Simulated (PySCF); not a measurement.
C3H12P2Si (SMILES CC(C)[SiH](P)P)

```xyz
18

C    -1.2139   -1.3103    0.9322
C    -0.6954    0.1029    0.6926
C    -1.4902    0.7717   -0.4244
Si    1.1792    0.0516    0.2560
P     1.3291   -1.2947   -1.5474
P     2.0747    2.0625   -0.2383
H    -2.2781   -1.2966    1.1624
H    -0.6894   -1.7834    1.7593
H    -1.0676   -1.9174    0.0385
H    -0.8305    0.6832    1.6107
H    -1.3545    0.2287   -1.3599
H    -2.5535    0.7811   -0.1884
H    -1.1666    1.8011   -0.5728
H     1.9306   -0.4252    1.4344
H     2.6628   -1.0169   -1.7874
H     1.6328   -2.4299   -0.8192
H     1.3853    2.2094   -1.4282
H     1.1362    2.7885    0.4683
```

Geometry: GFN2-xTB.

All numbers below come from PBE0/pcSseg-1, SCF density, gas phase, non-relativistic (PySCF 2.14.0).

> What can the converged electron density and electron localisation function tell about the bonding?

C–C (1.52 Å): ρ at the midpoint is about 1.6 e/Å³; the ELF peaks at about 0.95 between the atoms: localised, covalent bonding.
C–Si (1.93 Å): the density is about 0.9 e/Å³ at the midpoint; the ELF peaks at about 0.95 between the atoms; a covalent bond.
Si–P (2.26 Å): ρ at the midpoint is about 0.73 e/Å³, with its minimum of 0.64 e/Å³ about 0.8 Å from Si; the ELF peaks at about 0.95 between the atoms (a shared electron pair).
C–H (1.09 Å): ρ is about 2 e/Å³ halfway; the ELF climbs to about 1 towards the hydrogen, as it does in any bond to H; a covalent bond by its length.

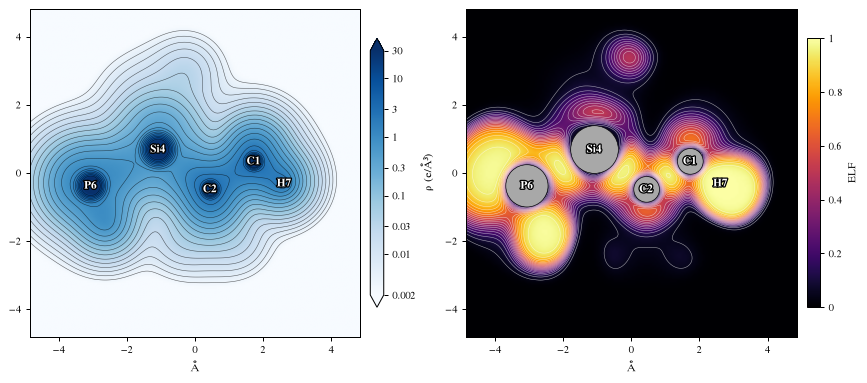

Computed electron density and electron localisation function on the plane of atoms C1, C2 and Si4, in this order. Grey discs cover the atomic cores in the ELF map. 
